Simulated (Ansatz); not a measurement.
```sh
ansatz run in.yaml --threads 4 --pin off --events-out ev --progress --plain --max-ram 10444MiB
```

```yaml
crystal:
  periodic: [false, false, false]
  atoms:
    - {symbol: B, position_ang: [-1.674870, 1.777426, 0.550378]}
    - {symbol: Si, position_ang: [-0.454982, 0.664878, -0.571506]}
    - {symbol: Cl, position_ang: [1.112240, 2.012513, -0.776484]}
    - {symbol: O, position_ang: [0.066458, -0.688082, 0.163813]}
    - {symbol: Si, position_ang: [1.227306, -1.849087, 0.193359]}
    - {symbol: H, position_ang: [-1.582645, 1.762691, 1.740949]}
    - {symbol: H, position_ang: [-2.438408, 2.544088, 0.044294]}
    - {symbol: H, position_ang: [-0.888191, 0.319368, -1.947852]}
    - {symbol: H, position_ang: [1.460530, -2.372187, -1.177833]}
    - {symbol: H, position_ang: [2.491135, -1.286575, 0.729375]}
    - {symbol: H, position_ang: [0.746926, -2.941933, 1.072008]}
basis:
  gaussian: {orbitals: def2-TZVPP}
hamiltonian: {xc: pbe, dispersion: d4}
output: {forces: true, orbitals: {seedname: orbitals}}
```

What structure does this define?

The molecule is BClH₆OSi₂. As SMILES it reads `B[Si@@H](Cl)O[SiH3]`. It has no ring. Among its groups: Si–H bond, Si–O bond, B–H bond. The point group is C1. Coordination: 1 B trigonal planar; 2 Si tetrahedral; 1 O bent.

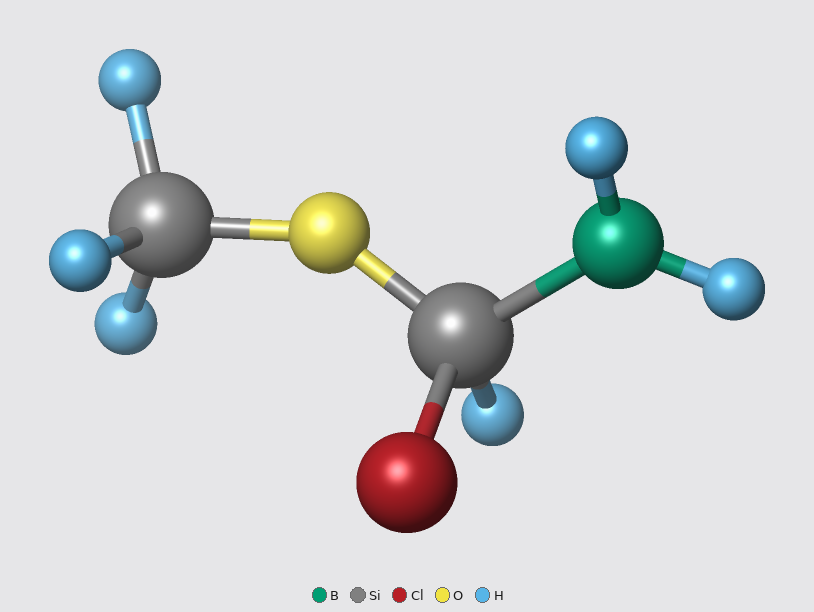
